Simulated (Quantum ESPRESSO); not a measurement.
# Voltage at the next charge: Li(110), 4 layers, one monolayer of Na on longbridge sites against an electrode

Method. Quantum ESPRESSO 7.5, PBE, GBRV ultrasoft; ESM with bc3, a metal electrode 4.87 Å above the top atoms; cell area 8.613 Å²; ions fixed. V is the potential energy of an electron at the electrode over the slab's Fermi level, divided by e, so that it equals the work function at zero charge; positive charge removes electrons.

| charge (e a cell) | V (V) |
| --- | --- |
| 0 | 3.081 |
| 0.0129 | 3.773 |
| 0.0258 | 4.501 |

**Question.** What is V at a charge of 0.0517 e, and what capacitance do the rows imply?

**Fit.** The last two rows give dV/dq = (4.501 − 3.773)/(0.0258 − 0.0129) = 56.4 V/e, so C = 1602/(8.613 × 56.4) = 3.30 µF/cm², an effective gap of 8.854/3.30 = 2.69 Å. At constant C, V = 4.501 + 56.4 × 0.0259 = 5.96 V.

What the calculation gave: V = 6.067 V; the estimate misses by −0.10 V, 6.7 % of the step. Over the three intervals C goes 3.47, 3.30 and 3.08 µF/cm²: it falls as electrons leave, the surface charge drawing back towards the atoms.

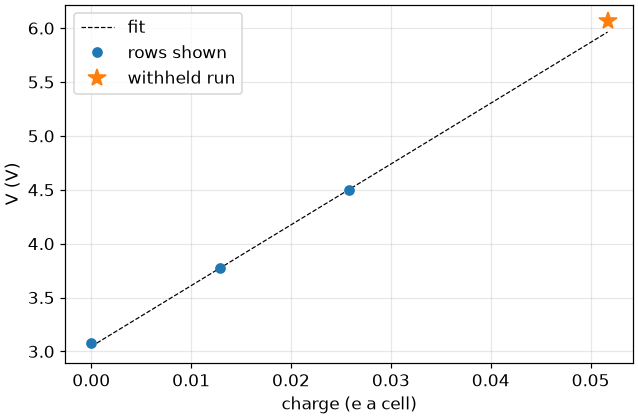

The rows shown, the fit and the withheld run.

Caveats: Vacuum fills the gap; a dielectric or electrolyte would change C. The slab is thin.
